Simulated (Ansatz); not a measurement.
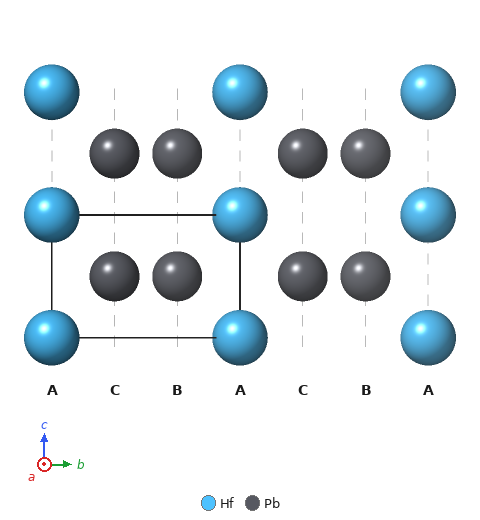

The picture looks along a close-packed row of the hexagonal mesh; c points upwards. The dashed lines mark the three columns A (0, 0), B (1/3, 2/3) and C (2/3, 1/3). The sequence starts with the first layer at or above the cell's origin.

HfPb2: the input geometry of an electronic-structure calculation (not necessarily at equilibrium); the starting structure was generated, so it need not be a known form of this composition.

> List the layers of one repeat.

Hf(A) – Pb(B)+Pb(C) (two layers in 3.10 Å).
